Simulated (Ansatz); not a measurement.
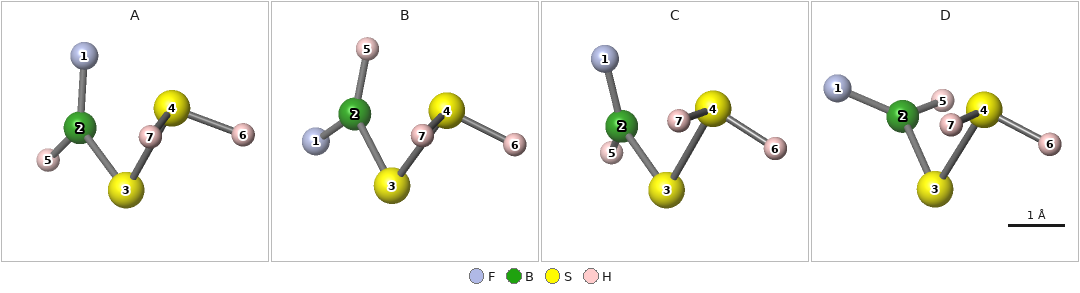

4 geometries from a converged minimum-energy path of BH$_{3}$S$_{2}$F (charge +1), shuffled. The picture is a ball-and-stick view, seen from a free direction.

Method: Ansatz 0.2.0, RKS PBE0/def2-SVP. Settings: 5 movable images; climbing image; force threshold 0.03 eV/Å; iteration limit 60; starting path by image-dependent pair potential.

### One of them is the converged climbing image. Which?

D. In order along the path, whose images run from 0 to 6: A (image 0, 0.0 kcal/mol), C (image 1, +2.2 kcal/mol), D (image 3, +13.4 kcal/mol), B (image 6, +1.6 kcal/mol). The motion is a rotation about the B2–S3 bond by about 180°. No bond forms or breaks between the ends. Bond angles that change up to the highest image, for instance: S3–B2–H5 114.0° → 120.1°, B2–S3–S4 98.8° → 94.0°.

Cost: 2.4 min on 1 thread of Intel(R) Xeon(R) Processor @ 2.70GHz, with other jobs on the host, peak memory 0.16 GiB.
